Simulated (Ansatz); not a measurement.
Reaction (SMILES): F[C]F (closed-shell singlet) + 3 [H][H] (H2) → C (CH4) + 2 F (HF)
B3LYP-D3(BJ)/def2-TZVP geometries, fixed; electronic energies without zero-point terms.

Basis-set convergence of the energy of full hydrogenation at PBE with Ansatz (an electronic-structure program). Cartesian d functions, on some or all atoms, in 6-31G**; all else is spherical. The program fits the integrals of some runs and decomposes those of others, by size. No added dispersion term, no relativity. Functions are those of the species that has most. Reference: the value in aug-pcseg-3, -113.73 kcal/mol, itself unsure by roughly 0.07 kcal/mol (its mean distance from aug-cc-pVQZ, def2-QZVPPD, pcseg-3). Deviations are taken from unrounded values.

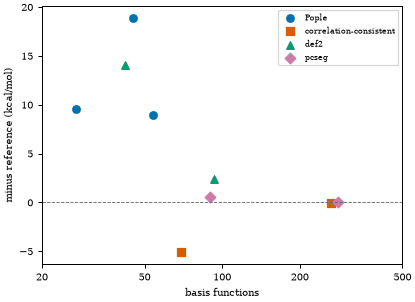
Fig. 1. Deviation from the reference against the number of basis functions, by family of sets.

```csv
basis,functions,energy of full hydrogenation (kcal/mol),minus reference (kcal/mol)
6-31G,27,-104.20,9.53
def2-SVP,42,-99.71,14.02
6-31G**,45,-94.82,18.91
6-311G**,54,-104.77,8.96
aug-cc-pVDZ,69,-118.83,-5.10
pcseg-2,90,-113.22,0.51
def2-TZVPP,93,-111.36,2.37
aug-cc-pVQZ,264,-113.80,-0.07
aug-pcseg-3,281,-113.73,0.00
```
